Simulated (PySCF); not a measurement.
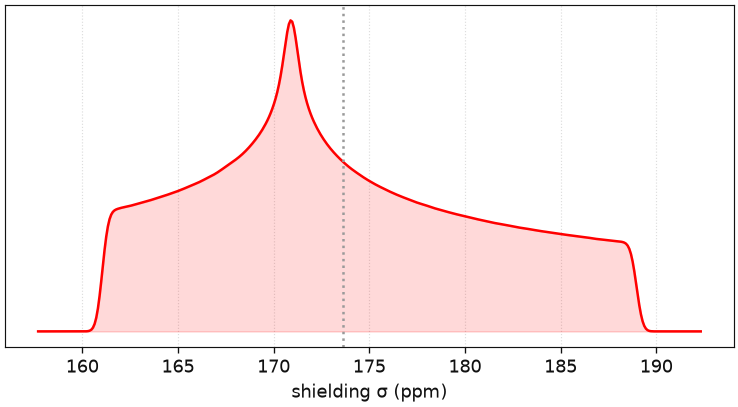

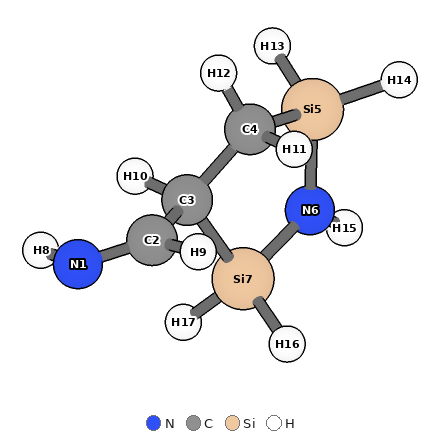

Static powder pattern (¹³C) from GIAO shielding tensors of C₃H₁₀N₂Si₂, PBE0/pcSseg-1 (IEF-PCM methanol) with PySCF, at a PBE0-D3(BJ)/def2-SVP geometry (no frequency check); absolute shielding, one fixed geometry of the isolated molecule without any motion, no dipolar terms. The dotted line is the isotropic value; skew is 3(σiso − σ22)/span.

Question: The pattern belongs to C4. Give the principal values, span and skew.

Answer: C4: σ11, σ22, σ33 = 161, 171, 189 ppm, isotropic 174, span 28 ppm, skew 0.29.

Known limits of this run: one conformer of a flexible molecule.
